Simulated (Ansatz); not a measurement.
**AlBH2OF2 (SMILES O[B](F)[AlH][F]) at RPA@PBE0/6-31G(d) (spherical functions)**

What is the vertical singlet–triplet gap of AlBH2OF2 at RPA@PBE0/6-31G* (spherical functions)? 

Program for the calculation: Ansatz 0.2.0.

128 further runs of the same task are left out: 128 set aside as unsound or not needed.

### Step 1. Starting point

AlBH2OF2 has 7 atoms, charge 0, and is taken as a singlet. As SMILES, `O[B](F)[AlH][F]`. Geometry: relaxed at PBE0-D4/def2-TZVP. This is one conformer, not always the lowest.

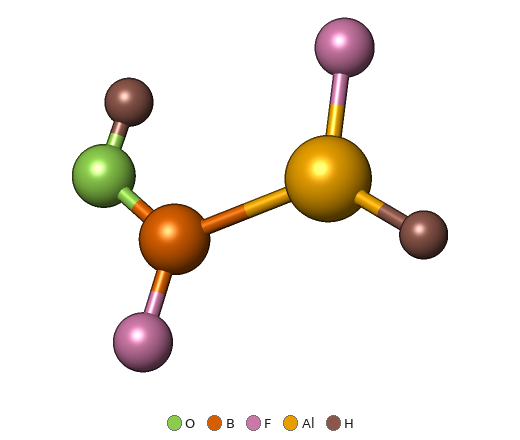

Viewed from a chosen angle; oxygen green, boron orange, fluorine pink, aluminium amber, hydrogen brown.

### Step 2. The energy at RPA@PBE0/6-31G(d) (spherical functions)

The input, run.yaml:

```yaml
crystal:
  periodic: [false, false, false]
  atoms:
    - {symbol: O, position_ang: [0.462300, -0.166500, 1.769000]}
    - {symbol: B, position_ang: [0.511800, -0.675600, 0.519100]}
    - {symbol: F, position_ang: [1.170800, -1.824800, 0.394500]}
    - {symbol: Al, position_ang: [-0.411500, 0.301600, -1.162100]}
    - {symbol: F, position_ang: [-1.152700, 1.713100, -0.697800]}
    - {symbol: H, position_ang: [-0.019900, 0.662300, 1.825000]}
    - {symbol: H, position_ang: [-0.499600, -0.078200, -2.693300]}
basis:
  gaussian:
    orbitals: 6-31G_st_-spherical.json
magnetization:
  spin_polarized: false
  initial_magnetization: 0
hamiltonian:
  xc: {name: PBE0}
correlation:
  method: rpa
  frozen_orbitals: {Al: 5, B: 1, F: 1, H: 0, O: 1}
accuracy: high
```

The basis set 6-31G* is read from a file made from the Basis Set Exchange's data (not shown).

Command:

```console
$ ansatz run run.yaml --threads 1 --pin off --max-ram 3480MiB --events-out events.jsonl --progress --plain --runs-dir runs
```

The program printed:

```text
Warning: RAYON_NUM_THREADS=1 ignored (pool sized by the plan → 1); use --threads N
Functional definition: PBE0
  name "PBE0"
  parameter a = 0.25
  parameter kappa = 0.804
  parameter beta = 0.06672455060314922
  exchange = (1 - a)*pbe_x(kappa = kappa, mu = beta*pi^2/3) + a*exact_x
  correlation = pbe_c(beta = beta)
1697 factors; integrals over basis functions are off by at most 5.8e-9 eV
mean field evaluation 1: about -14773.4342 eV, gradient 5.6e1 eV
mean field evaluation 2: about -14773.5650 eV, gradient 5.6e1 eV
mean field evaluation 4: about -14778.4952 eV, gradient 8.1e0 eV
mean field evaluation 8: about -14778.6338 eV, gradient 7.8e-1 eV
mean field evaluation 16: about -14778.6351 eV, gradient 3.5e-5 eV
mean field -14778.63507888 eV, -543.1048218301 hartree, gradient 9.6e-8 eV, S^2 0.000000; 0 other end points of the search recorded, 0 dependent functions left out
9 core orbitals not correlated: weight in the atoms' cores, before any rotation towards them, 1.000 or more for the frozen orbitals, at most 0.000 for the correlated occupied ones
reference -14738.55914721 eV, -541.6320585059 hartree; 14, 14 occupied and 55, 55 virtual orbitals, 1697 factors
Total energy: -14762.59131659 eV, -542.5152244409 hartree
```

Wall time 11 s (1 thread of Arm Neoverse V1, shared host); peak memory 0.24 GiB.

### Step 3. The triplet, same level

The input, input.yaml:

```yaml
crystal:
  periodic: [false, false, false]
  atoms:
    - {symbol: O, position_ang: [0.462300, -0.166500, 1.769000]}
    - {symbol: B, position_ang: [0.511800, -0.675600, 0.519100]}
    - {symbol: F, position_ang: [1.170800, -1.824800, 0.394500]}
    - {symbol: Al, position_ang: [-0.411500, 0.301600, -1.162100]}
    - {symbol: F, position_ang: [-1.152700, 1.713100, -0.697800]}
    - {symbol: H, position_ang: [-0.019900, 0.662300, 1.825000]}
    - {symbol: H, position_ang: [-0.499600, -0.078200, -2.693300]}
basis:
  gaussian: {orbitals: 6-31G_st_-spherical.json}
magnetization: {spin_polarized: true, initial_magnetization: 2}
hamiltonian: {xc: pbe0}
correlation: {method: rpa, frozen_orbitals: {Al: 5, B: 1, F: 1, H: 0, O: 1}}
accuracy: high
```

The basis set 6-31G* is read from a file made from the Basis Set Exchange's data (not shown).

Command:

```console
$ ansatz run input.yaml --threads 1 --pin off --max-ram 3480MiB --events-out events.jsonl --progress --plain --runs-dir runs
```

The program printed, shortened:

```text
Warning: RAYON_NUM_THREADS=1 ignored (pool sized by the plan → 1); use --threads N
Functional definition: PBE0
  name "PBE0"
[...]
1697 factors; integrals over basis functions are off by at most 5.8e-9 eV
[...]
mean field -14775.01185064 eV, -542.9716706484 hartree, gradient 4.9e-8 eV, S^2 2.002505; 0 other end points of the search recorded, 0 dependent functions left out
9 core orbitals not correlated: weight in the atoms' cores, before any rotation towards them, 1.000 or more for the frozen orbitals, at most 0.000 for the correlated occupied ones
reference -14734.47591571 eV, -541.4820025159 hartree; 15, 13 occupied and 54, 56 virtual orbitals, 1697 factors
Total energy: -14758.70943296 eV, -542.3725678486 hartree
```

It took 20 s on 1 thread of Arm Neoverse V1, shared host; peak memory 0.4 GiB.

### Step 4. Summary of results

Level: RPA@PBE0/6-31G* (spherical functions), 9 core orbitals frozen.

```
                                        quantity          value
                           singlet: total energy  -542.51522 Eh
       singlet: RPA correlation energy (valence)     -883.2 mEh
                           triplet: total energy  -542.37257 Eh
       triplet: RPA correlation energy (valence)     -890.6 mEh
      triplet: ⟨S²⟩ of the reference determinant          2.003
vertical energy of the triplet above the singlet       3.882 eV
```

**Reading.** At this shape the triplet lies 3.88 eV (375 kJ/mol) above the singlet.
